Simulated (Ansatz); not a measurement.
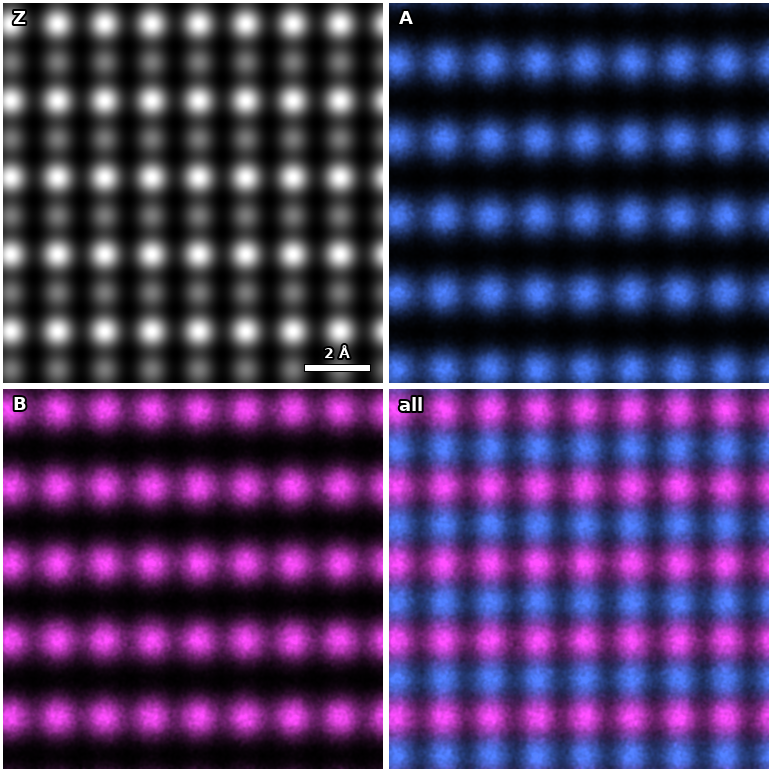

MgO (Fm-3m, No. 225) along [211]. Panel Z: The image is simulated as a sum over atoms of Z^1.7, blurred by a 0.79 Å probe (no channelling). The probe carries 25 % of its weight in a tail 2.5 times as wide. The other panels are simulated element maps (the number of atoms of one element along the beam, blurred by 1.0 Å, with counting noise; each on its own scale, no channelling); the last overlays them. Atomic positions: a calculation's input that goes back to an entry of the Crystallography Open Database (an earlier step may have relaxed or displaced it).

```
Mg O
1.0
     4.20434    0.00000    0.00000
     0.00000    4.20434    0.00000
     0.00000    0.00000    4.20434
Mg O
4 4
Direct
  0.00000 0.00000 0.00000
  0.00000 0.50000 0.50000
  0.50000 0.00000 0.50000
  0.50000 0.50000 0.00000
  0.50000 0.00000 0.00000
  0.50000 0.50000 0.50000
  0.00000 0.00000 0.50000
  0.00000 0.50000 0.00000
```

**Which element does each lettered map show?**

A: O, B: Mg. The projected cell (1.49 × 2.43 Å, 90°) holds 2 columns: 1 of Mg and 1 of O. No column is shared by two of the mapped elements.
